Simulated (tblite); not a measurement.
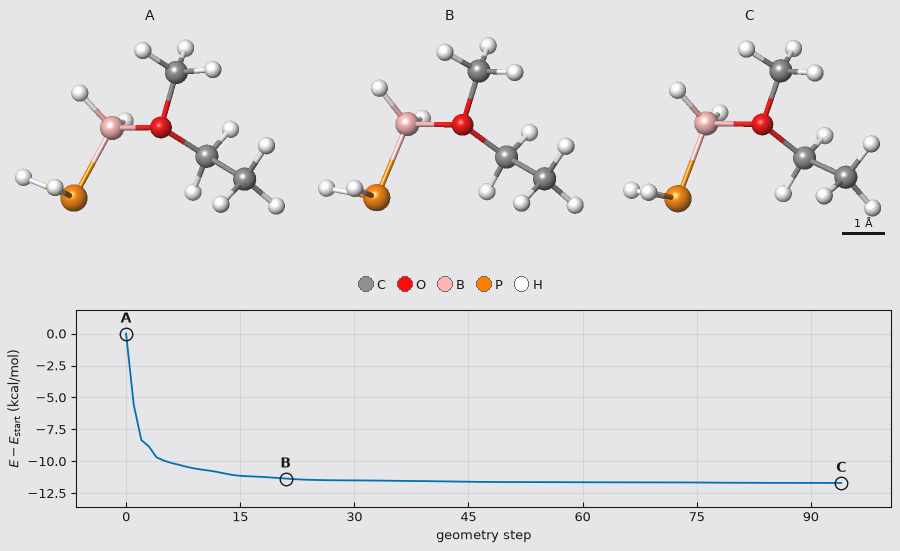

Frames of a relaxation of C₃H₁₂BOP, marked on the history of the run. Style: ball-and-stick. Shown at a tilt.

Level of theory: GFN2-xTB geometry optimisation, gas phase (tblite 0.8.0). 

What happens along the run?

Answer. After 94 geometry steps the energy has fallen by 11.7 kcal/mol. The largest move after the best rigid fit is that of an H atom, 0.41 Å. By element the largest moves are H 0.41 Å, B 0.18 Å, C 0.13 Å, P 0.10 Å, O 0.08 Å. Some distances before and after: B–O 1.498 → 1.640 Å, H–P 1.460 → 1.383 Å, C–H 1.119 → 1.086 Å, C–O 1.455 → 1.431 Å. Among the angles between lasting bonds that change: O–C–H 111.9° → 105.3°, H–B–H 108.4° → 114.9°, O–B–P 109.9° → 103.5°. From step 0 to 21: an H atom moves most (0.28 Å), energy −11.4 kcal/mol. From step 21 to 94: an H atom moves most (0.25 Å), energy −0.34 kcal/mol.

```json
{"step": "0", "E − E(0), kcal/mol": "0.00"}
{"step": "1", "E − E(0), kcal/mol": "-5.55"}
{"step": "2", "E − E(0), kcal/mol": "-8.33"}
{"step": "3", "E − E(0), kcal/mol": "-8.84"}
{"step": "4", "E − E(0), kcal/mol": "-9.69"}
{"step": "5", "E − E(0), kcal/mol": "-9.95"}
{"step": "6", "E − E(0), kcal/mol": "-10.14"}
{"step": "7", "E − E(0), kcal/mol": "-10.28"}
{"step": "8", "E − E(0), kcal/mol": "-10.44"}
{"step": "9", "E − E(0), kcal/mol": "-10.56"}
{"step": "10", "E − E(0), kcal/mol": "-10.66"}
{"step": "14", "E − E(0), kcal/mol": "-11.07"}
{"step": "19", "E − E(0), kcal/mol": "-11.27"}
{"step": "23", "E − E(0), kcal/mol": "-11.43"}
{"step": "28", "E − E(0), kcal/mol": "-11.49"}
{"step": "32", "E − E(0), kcal/mol": "-11.50"}
{"step": "37", "E − E(0), kcal/mol": "-11.54"}
{"step": "41", "E − E(0), kcal/mol": "-11.57"}
{"step": "45", "E − E(0), kcal/mol": "-11.60"}
{"step": "50", "E − E(0), kcal/mol": "-11.63"}
{"step": "54", "E − E(0), kcal/mol": "-11.63"}
{"step": "59", "E − E(0), kcal/mol": "-11.64"}
{"step": "63", "E − E(0), kcal/mol": "-11.65"}
{"step": "67", "E − E(0), kcal/mol": "-11.65"}
{"step": "72", "E − E(0), kcal/mol": "-11.65"}
{"step": "76", "E − E(0), kcal/mol": "-11.66"}
{"step": "81", "E − E(0), kcal/mol": "-11.68"}
{"step": "85", "E − E(0), kcal/mol": "-11.69"}
{"step": "90", "E − E(0), kcal/mol": "-11.69"}
{"step": "94", "E − E(0), kcal/mol": "-11.70"}
```
